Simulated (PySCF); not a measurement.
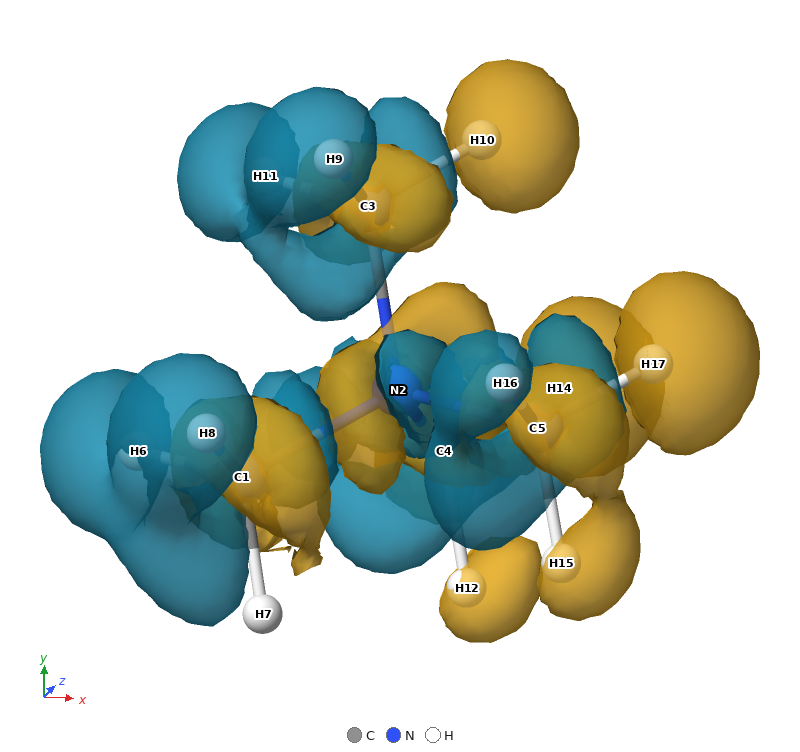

Figure. C4H12N, charge +1, SMILES `C[N+](C)(C)C`. Change of the electron density in a uniform field of 0.26 V/Å, surfaces at ±0.002 e/Å³ (yellow: gain, teal: loss).

Level of theory: PBE/6-31+G* (PySCF), at a geometry from GFN2-xTB. No frequency check shows the geometry to be a minimum. The basis has diffuse s and p functions alone, which still leaves polarisabilities too small, most of all across bonds.

Coordinates in Å:

```
C1      -1.2470   -0.7796   -0.1050
N2      -0.0007    0.0001    0.0000
C3      -0.3249    1.4131    0.2668
C4       0.7508   -0.1016   -1.2643
C5       0.8212   -0.5321    1.1020
H6      -1.8644   -0.3980   -0.9161
H7      -1.0223   -1.8268   -0.3003
H8      -1.8125   -0.7136    0.8239
H9      -0.8797    1.5040    1.1988
H10      0.5874    2.0020    0.3449
H11     -0.9314    1.8202   -0.5412
H12      0.9984   -1.1417   -1.4733
H13      0.1568    0.2873   -2.0893
H14      1.6759    0.4689   -1.2011
H15      1.0687   -1.5741    0.9222
H16      0.2802   -0.4635    2.0440
H17      1.7472    0.0350    1.1901
```

**Along which Cartesian direction does the field point?**

Along −x: electrons gather on the +x side, against the field.

**What dipole is induced, and what polarisability does it imply?**

The induced dipole is 0.63 D (along the field); α along this axis, from the fields in both directions, is 50 bohr³ (7.3 Å³).

**Which atoms gain and lose the most charge?**

Electrons gather most on H14 and H17 alike (Hirshfeld charge changes by −0.008 e) and leave H6 and H8 alike most (+0.007 e); 0.067 electrons are displaced in all.
